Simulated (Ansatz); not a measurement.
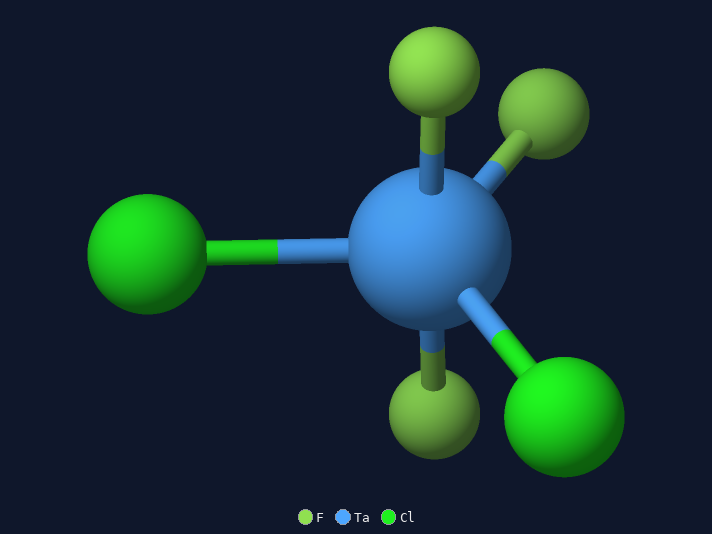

The species is neutral and a spin singlet. The geometry was computed by an optimisation with PBE0-D4/def2-TZVP.

Describe the coordination sphere.

Ta binds 5 atoms: 3 F at 1.85–1.87 Å, 2 Cl at 2.27 Å. The arrangement is trigonal bipyramidal.

Give the formal oxidation state and the d-electron count.

Ta(V), d⁰, counting the ligands as closed-shell ions or neutral donors.
